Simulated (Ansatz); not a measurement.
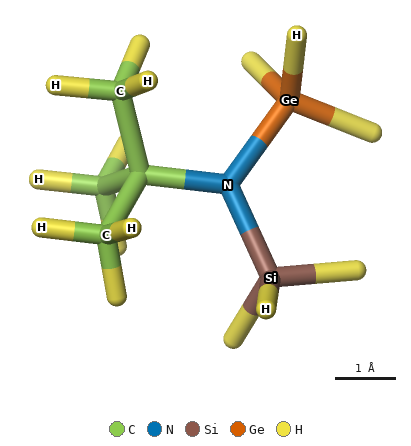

**Figure 1.** The input geometry (stick view, seen at a tilt). Sticks mark near contacts. Bond lengths as drawn: C–C 1.53 Å, C–H 1.09 Å, C–N 1.48 Å, Ge–H 1.53 to 1.54 Å, Ge–N 1.85 Å, H–Si 1.48 to 1.49 Å and N–Si 1.73 Å.

## Run report: C₄H₁₅GeNSi, single-point calculation

C₄H₁₅GeNSi, SMILES CC(C)(C)[N]([SiH3])[GeH3], computed with RKS r2SCANh-D4/def2-TZVPP (Ansatz 0.2.0).

The geometry comes from this level: PBE0-D4/def2-TZVP.

The input:
```yaml
crystal:
  periodic: [false, false, false]
  atoms:
    - {symbol: C, position_ang: [-0.695924, -1.737543, 0.305317]}
    - {symbol: C, position_ang: [-0.583019, -0.216725, 0.248048]}
    - {symbol: C, position_ang: [-1.635777, 0.331991, -0.714347]}
    - {symbol: C, position_ang: [-0.836216, 0.326445, 1.650840]}
    - {symbol: N, position_ang: [0.772748, 0.167490, -0.216395]}
    - {symbol: Si, position_ang: [1.631014, -0.828550, -1.334867]}
    - {symbol: Ge, position_ang: [1.398463, 1.862780, 0.182689]}
    - {symbol: H, position_ang: [-1.689629, -2.024815, 0.655854]}
    - {symbol: H, position_ang: [-0.559204, -2.192546, -0.680286]}
    - {symbol: H, position_ang: [0.046102, -2.159663, 0.986123]}
    - {symbol: H, position_ang: [-1.582454, 1.421790, -0.767341]}
    - {symbol: H, position_ang: [-1.478306, -0.064855, -1.719839]}
    - {symbol: H, position_ang: [-2.643710, 0.057434, -0.391677]}
    - {symbol: H, position_ang: [-0.074463, -0.029152, 2.348049]}
    - {symbol: H, position_ang: [-1.813747, -0.002947, 2.009891]}
    - {symbol: H, position_ang: [-0.839782, 1.419954, 1.670753]}
    - {symbol: H, position_ang: [2.827038, -0.069088, -1.777025]}
    - {symbol: H, position_ang: [0.819910, -1.177268, -2.539154]}
    - {symbol: H, position_ang: [2.094075, -2.117057, -0.748141]}
    - {symbol: H, position_ang: [1.811767, 1.963175, 1.663409]}
    - {symbol: H, position_ang: [2.615093, 2.121353, -0.713063]}
    - {symbol: H, position_ang: [0.306718, 2.917601, -0.090241]}
basis:
  gaussian: {orbitals: def2-TZVPP}
hamiltonian: {xc: {name: r2SCANh}, dispersion: d4}
output: {orbitals: {seedname: orbitals}}
```

Launched with:
```bash
ansatz run in.yaml --threads 4 --pin off --events-out ev --progress --plain --max-ram 66560MiB --backend cuda --devices 0, --max-vram 37GiB
```

The program's output:
```
Functional definition: r2SCANh
  name "r2SCANh"
  cite "Bursch, Neugebauer, Ehlert & Grimme, J. Chem. Phys. 156, 134105 (2022) doi:10.1063/5.0086040"
  cite "Furness, Kaplan, Ning, Perdew & Sun, J. Phys. Chem. Lett. 11, 8208 (2020) doi:10.1021/acs.jpclett.0c02405"
  cite "Furness, Kaplan, Ning, Perdew & Sun, J. Phys. Chem. Lett. 11, 9248 (2020) doi:10.1021/acs.jpclett.0c03077"
  parent r2scan
  parameter a = 0.1
  parameter k0 = 0.174
  parameter k1 = 0.065
  parameter a1 = 4.9479
  exchange = (1 - a)*r2scan_x(k0 = k0, k1 = k1, a1 = a1) + a*exact_x
  correlation = r2scan_c
2425 factors; their error is unknown
mean field evaluation 1: about -70259.9261 eV, gradient 8.8e1 eV
mean field evaluation 2: about -70221.1762 eV, gradient 1.5e2 eV
mean field evaluation 4: about -70276.4291 eV, gradient 9.3e0 eV
mean field evaluation 8: about -70276.6263 eV, gradient 2.6e-1 eV
mean field evaluation 16: about -70276.6900 eV, gradient 5.1e-4 eV
mean field -70276.69000418 eV, -2582.6207224021 hartree, gradient 7.8e-6 eV, S^2 0.000000; 0 other end points of the search recorded, 0 dependent functions left out
reference -70276.69001936 eV, -2582.6207229601 hartree; 46, 46 occupied and 409, 409 virtual orbitals, 2425 factors
Total energy: -70276.87745650 eV, -2582.6276111478 hartree
```

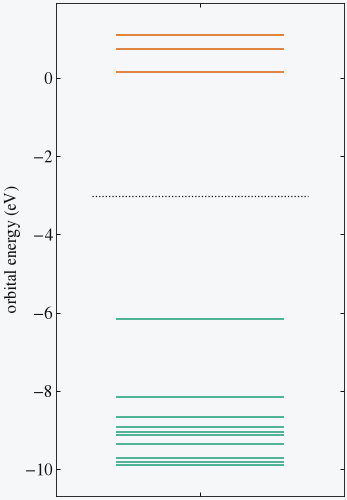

**Figure 2.** Orbital energies near the frontier; the dotted line parts filled from empty levels, and levels within 0.02 eV of each other stand side by side. Highest filled −6.17 eV, lowest empty 0.14 eV, 6.31 eV apart.

Summary:

```json
{"quantity": "outcome", "value": "converged"}
{"quantity": "total energy", "value": "−70276.8775 eV"}
{"quantity": "mean-field energy", "value": "−70276.6900 eV"}
{"quantity": "dispersion energy", "value": "−0.1874 eV"}
{"quantity": "SCF solution under orbital rotations", "value": "stable"}
{"quantity": "HOMO", "value": "−6.17 eV"}
{"quantity": "LUMO", "value": "0.14 eV"}
{"quantity": "hardware", "value": "4 CPU threads, shared host"}
{"quantity": "wall time", "value": "5 s (CPU time 6.2 s)"}
{"quantity": "peak memory", "value": "0.97 GiB"}
```
